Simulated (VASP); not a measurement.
Band structure of Cs (bcc). Calculation: optB88-vdW, VASP's PBE PAW potentials (set 64) (plane waves; VASP 6.6.1).

Unless said otherwise, spin-orbit coupling is left out, though it shifts the bands of the heavy elements here.

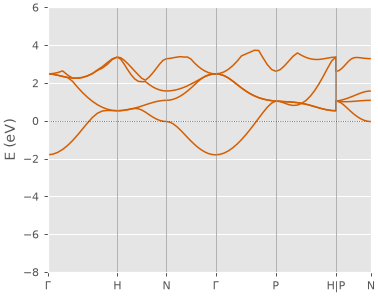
Figure: Bands along high-symmetry lines, zero at the valence-band maximum or, without a gap, the Fermi level

Task: Read the plot: is there a gap, and where are the band edges?

Result: It has no gap at this level: it comes out as a metal or semimetal. (Edges off the drawn lines would not show.)

The compound is Cs in the bcc structure. It was relaxed first, which changed the volume by -10 %.
